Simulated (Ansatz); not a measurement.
# Fields on a plane of MgSe (rock salt)

```yaml
crystal:
  lattice:
    - [0.00000, 2.73608, 2.73608]
    - [2.73608, 0.00000, 2.73608]
    - [2.73608, 2.73608, 0.00000]
  atoms:
    - { symbol: Se, position: [0.00000, 0.00000, 0.00000] }
    - { symbol: Mg, position: [0.50000, 0.50000, 0.50000] }
```

The slice is a {111} plane (indices of the conventional cell) through the point (0.000, 0.000, 0.000) (fractional), spanned by u = [100] and v = [-1 2 0] in vectors of this cell: u (3.87 Å) and v (6.70 Å, at 90° to u). It covers one period; positions are fractions (u, v).

Atoms on it: Se at (0.00, 0.00); Se at (0.50, 0.50).

These are r2SCAN (plane waves to 500 eV, PAW, scalar-relativistic; Ansatz, a quantum-chemistry and plane-wave program) values and carry that method's errors. k mesh 10×10×10. These are valence fields of a PAW run, semicore shells included where kept as valence: close to a nucleus they are smooth pseudo fields. MgSe was relaxed with its symmetry unable to fall.

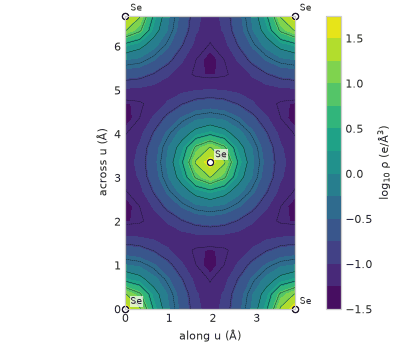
Log₁₀ of the valence density in e/Å³, one period of the plane, atoms marked. The scale is logarithmic, as a density can span decades between atoms and voids.

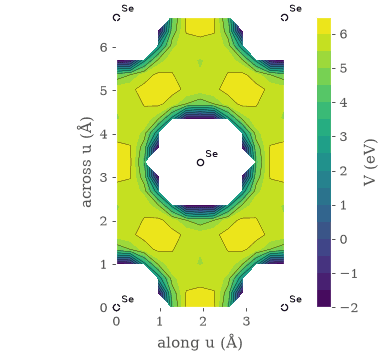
Figure: Electrostatic potential energy of an electron, from the cell's mean, in eV, one period of the plane, atoms marked. Points within 1 Å of a nucleus are left white, as the pseudised field means little there. Values under -2 eV are set to -2. The zero, the cell's mean, hangs on the PAW cores.
